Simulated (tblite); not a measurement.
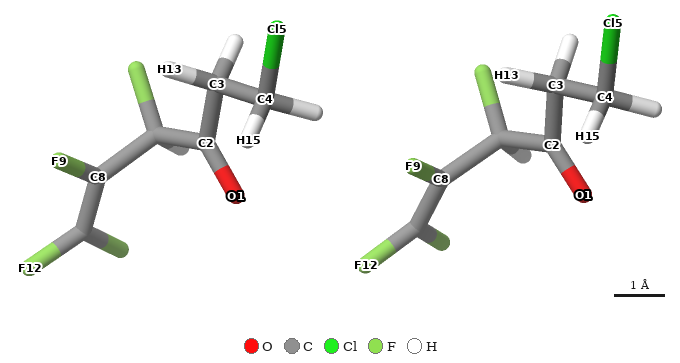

Two geometries of C6H5ClF4O, drawn at one scale. One is the start of a relaxation, the other its converged end. A stick model, seen from a free direction.

Method: tblite, GFN2-xTB geometry optimisation, gas phase. 

**Which geometry has the lower energy?**

The right one is the relaxed one. The atom that moves furthest after the best rigid fit is an F atom (0.44 Å). Largest moves by element: F 0.44 Å, H 0.17 Å, C 0.16 Å, O 0.15 Å, Cl 0.15 Å. Near-neighbour distances that change, for instance: C–O 1.237 → 1.199 Å, C–F 1.351 → 1.316 Å, C–C 1.520 → 1.547 Å, C–H 1.110 → 1.090 Å. Bond angles that change, for instance: F–C–F 119.5° → 111.2°, C–C–F 119.8° → 125.8°, C–C–H 112.7° → 109.7°. After 59 geometry steps the energy has fallen by 0.232 eV.
